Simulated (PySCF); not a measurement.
**[LaSF]−: how tightly the ligands are held**

Aim: take one ligand of each kind off [LaSF]−, with both parts rigid, and scan its distance from the metal. It is a constructed species; whether it can be made isn't addressed.

The runs use PySCF 2.14.0; PBE0, La lcecp-0-SVP with ECP47, S def2-SVP, F def2-SVP; scalar-relativistic core potentials, no spin–orbit coupling.

1 further run of the same task is left out (for a known fault of the program).

## Step 1: The system as given

3 atoms, charge -1, spin multiplicity 1.

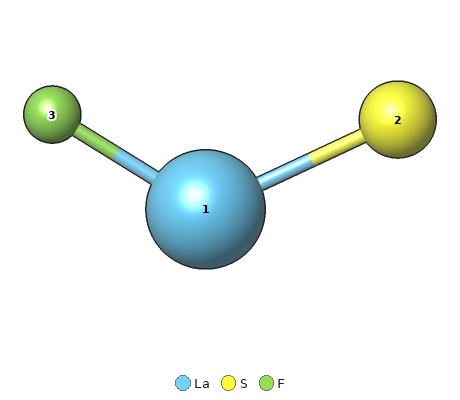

The geometry (lanthanum blue, sulfur yellow, fluorine green); atoms are numbered from 1 in the order of the file.

As a file:

```
La   -0.2341    0.0000   -0.3837
S     2.1289    0.0000    0.8451
F    -2.2083    0.0000    0.7259
```

Formal oxidation states: La +2. Each metal's 1 4f electrons lie in its core potential, so multiplicities, spins and levels count the valence alone. For divalent La, Ce, Gd or Lu the extra electron is normally 5d or 6s, so this core forces an excited configuration. An earlier session relaxed this geometry at PBE0, La lcecp-0-SVP with ECP47, S def2-SVP, F def2-SVP (singlet, point group Cs).

## Step 2: Rigid scan of S

Atom 2 moves along the line from atom 1; the distance is to the donor, the donors' midpoint or the ring centre. Each point starts from the density of the one before.

```csv
distance (Å),energy from the relaxed point (eV)
2.36,0.639
2.46,0.253
2.56,0.056
2.66,0.000
2.76,0.045
2.86,0.162
2.96,0.327
3.11,0.630
```

It took 3.2 s on 2 threads of Arm Neoverse V1, shared host.

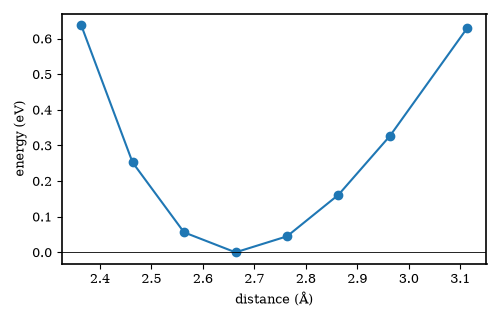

Energy along the rigid scan of S.

## Step 3: F taken off

The ligand (atom 3) keeps its formal charge and a closed shell where it can; ligand and rest are solved at the complex's geometry, in vacuum, with the settings of the relaxation.

```csv
part,charge,state,energy (Eh)
complex,-1,singlet,-523.809115
ligand,-1,singlet,-99.594968
rest,0,singlet,-424.031003
```

Wall time 0.4 s (2 threads of Arm Neoverse V1, shared host).

## Step 4: Rigid scan of F

Atom 3 moves along the line from atom 1; the distance is to the donor, the donors' midpoint or the ring centre. Each point starts from the density of the one before.

```csv
distance (Å),energy from the relaxed point (eV)
1.96,0.787
2.06,0.300
2.16,0.065
2.26,0.000
2.36,0.047
2.46,0.167
2.66,0.514
2.96,1.102
3.36,1.802
3.86,2.484
```

Wall time 4.2 s (2 threads of Arm Neoverse V1, shared host).

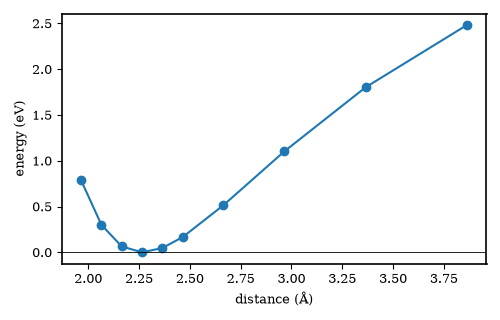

Energy along the rigid scan of F.

## Step 5: Outcome

```
                  quantity       value
stiffness of the S contact  10.1 eV/Å²
              taking off F     4.98 eV
stiffness of the F contact  11.2 eV/Å²
```

What this shows: Near 2.66 Å the S contact has a stiffness of about 10.1 eV/Å², and the energy stands 0.63 eV higher at 3.11 Å. Taking off F as a fragment of charge -1 costs 4.98 eV. Near 2.26 Å the F contact has a stiffness of about 11.2 eV/Å², and the energy stands 2.48 eV higher at 3.86 Å. The free anion is solved without diffuse functions, no counterpoise correction is made, and the parts aren't relaxed; each of these makes the binding look larger. The bases are small and lack diffuse functions. Spin–orbit coupling is left out.
